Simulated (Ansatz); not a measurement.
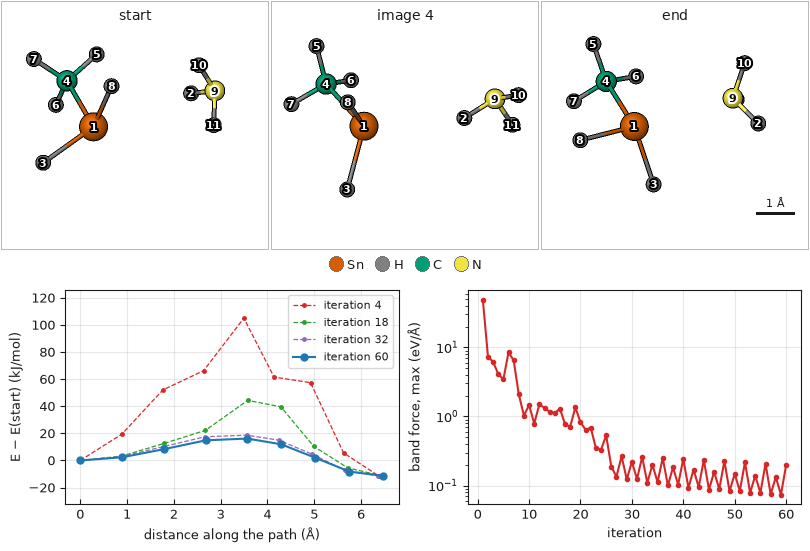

A nudged-elastic-band calculation for CH$_{8}$NSn (multiplicity 2), made up at the start of CH₅Sn and NH$_{3}$. Images are numbered from 0 (start) to 8 (end). The plot follows the band through its iterations. Style: ball-and-stick. Shown from a free direction.

Computed with Ansatz 0.2.0, UKS r2SCAN/def2-SVP. Set-up: 7 movable images; climbing image from the first iteration; force threshold 0.05 eV/Å; iteration limit 60; optimiser L-BFGS; starting path through a guess of the saddle point.

**How did the profile develop, and is the result final?**

The result isn't final. The band hadn't converged when the run stopped after 60 iterations. The largest component of the band force went from 49 to 0.2 eV/Å. The barrier read from it is provisional, though the highest image hardly moved in the last two iterations. The first iteration put the highest image at 890.2 kJ/mol. Forward barrier 16.2 kJ/mol, backward barrier 27.6 kJ/mol, with image 4 at the top; the reaction energy is −11.4 kJ/mol.

Limits of the set-up: the start holds two separate molecules, 2.7 Å apart at their closest, whose relative position is a soft coordinate and is computed without a dispersion correction.

Cost: 14 min on 4 threads of Arm Neoverse V2 (shared host), peak memory 0.27 GiB.
